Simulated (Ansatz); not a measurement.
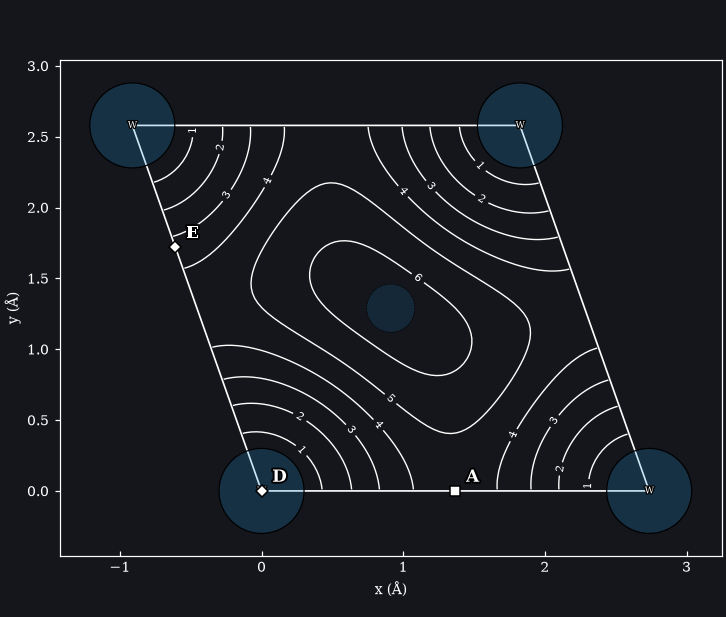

CO on a W(110) slab cut from the Im-3m phase, its upper half relaxed before the scan (12 atoms of substrate and one adsorbate in a 2 × 2 cell). 
- CO (O end down) is moved over the surface cell at a fixed height above a rigid substrate; the origin of the map has the adsorbate above W9; the height is held at 3.90 Å.
- Places are given modulo a cell vector. The map is drawn in real space over the plane of the surface.
- Grid: 6 × 6 points; 13 points were computed and 23 follow by symmetry.
- Places are given in fractions of the 1 × 1 surface cell.
- All energies are given in meV relative to the lowest grid point.
- At a fixed height the lowest place need not be the adsorption site. The runs have no spin polarisation; a magnetic state may lie lower.
- Method: DFT PBE+D3(BJ), scalar-relativistic, plane waves, PAW in Ansatz. Settings: cutoff 420 eV, k-mesh 5×5×1, gaussian smearing 0.1 eV, no spin polarisation.

In the figure: contour lines labelled in meV, labelled circles for the atoms of the top layer and small ones for the second layer, the outline of one cell of the plane, lettered points. Between grid points the surface is interpolated.

> What kind of point is each of A, D, E: minimum, saddle, maximum or slope?

A: saddle point; D: minimum; E: on a slope. (In these two coordinates alone; a stationary point may lie a little off the grid point.)

> Rank the lettered points by energy, lowest first.

D (0.00 meV), E (3.37 meV), A (4.50 meV).

PAW datasets: the set soft_1.
